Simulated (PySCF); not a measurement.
```yaml
atoms:
  - { symbol: C, position_ang: [-1.5596, 2.4385, -0.8677] }
  - { symbol: C, position_ang: [-0.4994, 1.6426, -0.8196] }
  - { symbol: C, position_ang: [-0.4109, 0.3537, -0.1257] }
  - { symbol: O, position_ang: [0.7946, -0.3438, -0.3056] }
  - { symbol: C, position_ang: [1.9091, 0.2144, 0.3480] }
  - { symbol: C, position_ang: [3.0536, -0.7852, 0.2847] }
  - { symbol: Si, position_ang: [-1.2616, 0.0596, 1.5794] }
  - { symbol: C, position_ang: [-1.6435, -0.5741, -0.1494] }
  - { symbol: C, position_ang: [-1.4161, -2.0111, -0.5536] }
  - { symbol: H, position_ang: [-2.4827, 2.1982, -0.3678] }
  - { symbol: H, position_ang: [-1.5404, 3.3662, -1.4123] }
  - { symbol: H, position_ang: [0.4064, 1.9384, -1.3346] }
  - { symbol: H, position_ang: [2.2097, 1.1603, -0.1275] }
  - { symbol: H, position_ang: [1.6464, 0.4399, 1.3969] }
  - { symbol: H, position_ang: [3.2844, -1.0135, -0.7524] }
  - { symbol: H, position_ang: [2.7694, -1.7075, 0.7844] }
  - { symbol: H, position_ang: [3.9364, -0.3738, 0.7662] }
  - { symbol: H, position_ang: [-0.5928, -0.8695, 2.4704] }
  - { symbol: H, position_ang: [-2.0584, 1.1350, 2.1356] }
  - { symbol: H, position_ang: [-2.4765, -0.1282, -0.6843] }
  - { symbol: H, position_ang: [-1.1928, -2.0701, -1.6182] }
  - { symbol: H, position_ang: [-0.5755, -2.4354, -0.0123] }
  - { symbol: H, position_ang: [-2.3043, -2.6077, -0.3516] }
```

Geometry: GFN2-xTB.

Method: PySCF 2.14.0, PBE0/pcSseg-1, SCF density, gas phase, non-relativistic.

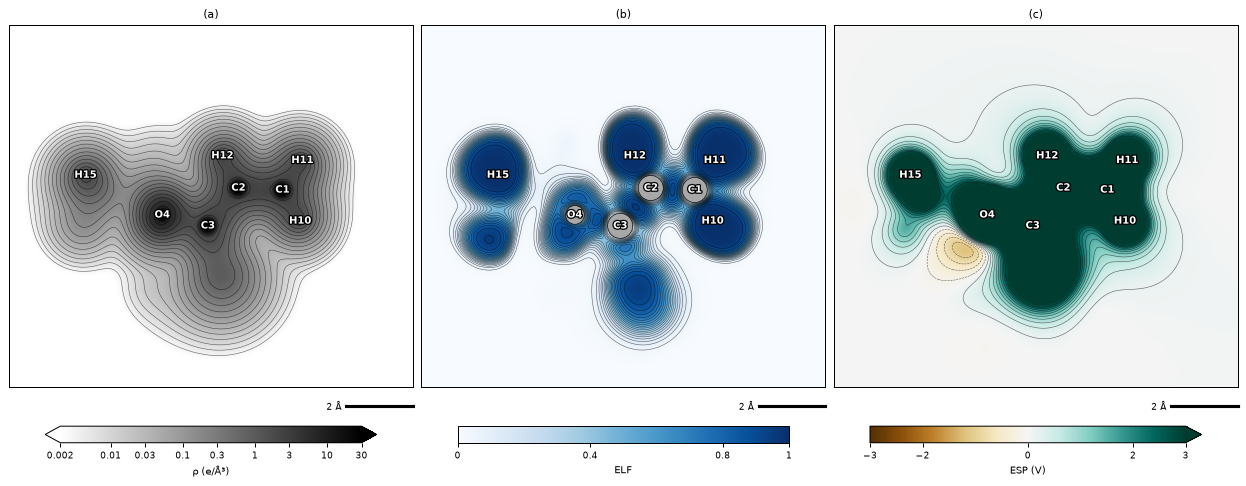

C₇H₁₄OSi. (a) electron density; (b) ELF; (c) electrostatic potential on the plane of atoms C1, C2 and H12. Grey discs cover the atomic cores in the ELF map.

Interpret the plot.

Answer. Atoms in the plane: C, O and H.
C–C (1.33 Å): ρ is about 2.3 e/Å³ halfway; the ELF peaks at about 0.90 between the atoms; a short, multiple covalent bond.
C–O (1.40 Å): the density is about 2.1 e/Å³ at the midpoint, with its minimum of 1.8 e/Å³ about 0.5 Å from C; the ELF peaks at about 0.90 between the atoms: a shared but strongly polarised pair.
C–H (1.08 Å): the density is about 2 e/Å³ at the midpoint; the ELF climbs to about 1 towards the hydrogen, as it does in any bond to H (an ordinary covalent bond to hydrogen).
C–C (1.47 Å): the density is about 1.8 e/Å³ at the midpoint; the ELF peaks at about 0.95 between the atoms: localised, covalent bonding.
The ELF also peaks beside O4, away from the bonds: lone-pair regions.
Outside the dense part of the molecule the potential is most negative (−1.2 V) near O4.
